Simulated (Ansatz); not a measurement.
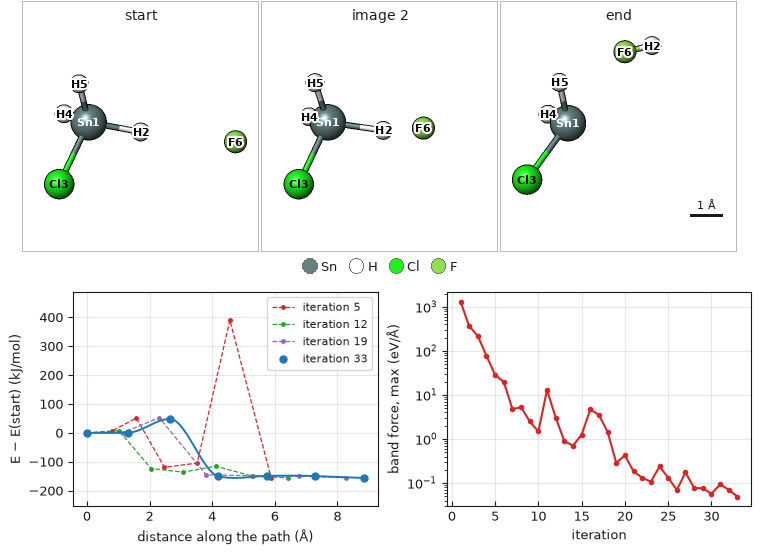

NEB run on SnH3ClF (multiplicity 2), made up at the start of SnH3Cl and F. Images are numbered from 0 (start) to 6 (end). The plot follows the band through its iterations. A ball-and-stick model, seen from a free direction.

The calculation used UHF/def2-SVP in Ansatz 0.2.0. Run with 5 movable images; climbing image; force threshold 0.05 eV/Å; iteration limit 60; starting path through a guess of the saddle point.

**Judge this run.**

The result is final at these settings. The band converged in 33 iterations. The largest component of the band force went from 1300 to 0.049 eV/Å. The climbing image converged on the top of the path. Its vibrational analysis gives one imaginary mode (1781i cm⁻¹), as a transition state must have. The first iteration put the highest image at 18130.9 kJ/mol. The highest point, image 2, lies 48.5 kJ/mol above the start and 203.7 kJ/mol above the end; the end is at −155.2 kJ/mol relative to the start.

Limits of the set-up: the start holds two separate molecules, 3.1 Å apart at their closest, whose relative position is a soft coordinate and is computed without a dispersion correction; Hartree-Fock leaves out electron correlation.

The run took 6.2 min on 1 thread of Arm Neoverse V1, with other jobs on the host, peak memory 0.25 GiB.
